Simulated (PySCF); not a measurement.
CH4, SMILES C, B3LYP/def2-SVP optimised geometry. Atoms within 1.6 Å of the plane z = 1.2 Å (x, y, z in Å): C1 (-0.37, -0.26, 0.00), H2 (0.73, -0.26, 0.00), H3 (-0.73, 0.78, 0.00), H4 (-0.73, -0.78, 0.90).

Level of theory: B3LYP/def2-TZVP in PySCF 2.14.0.

Map of the electrostatic potential (hartree/e), clipped to [-0.08, 0.12] on the plane z = 1.2 Å:

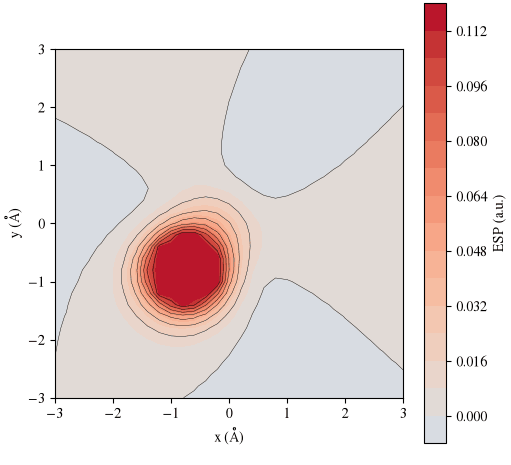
Figure. Electrostatic potential (hartree/e), clipped to [-0.08, 0.12] on the plane z = 1.2 Å.
